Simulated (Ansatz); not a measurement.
```yaml
atoms:
  - { symbol: N, position_ang: [0.0000, 0.0000, 0.0000] }
  - { symbol: P, position_ang: [0.0000, 0.0000, 1.4909] }
```

Geometry: measured bond length.

Theory: isolated molecule in a Gaussian basis; Kohn-Sham density functional theory, functional SVWN5 (Ansatz).

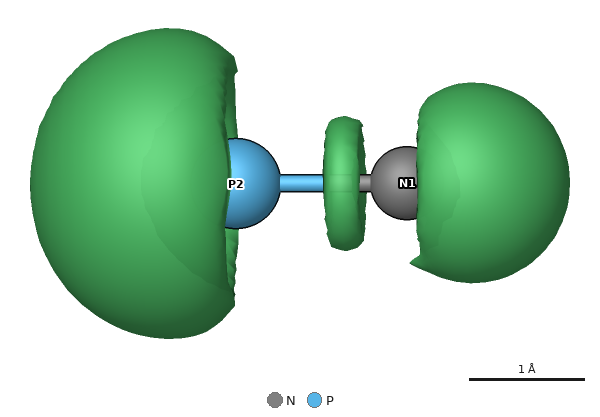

PN (phosphorous nitride). Isosurface of the ELF at 0.8 (green), seen from one side. Core shells and regions of very low density are left out.

Where are the electrons localised?

Answer. At this value the surface marks out one region between bonded N–P atoms (shared pairs), one lobe on N, pointing away from the bonds (lone pairs) and one lobe on P, pointing away from the bonds (lone pairs). Profiles from the grid: P–N (1.49 Å): the ELF peaks at about 0.90 between the atoms; a shared but strongly polarised pair.
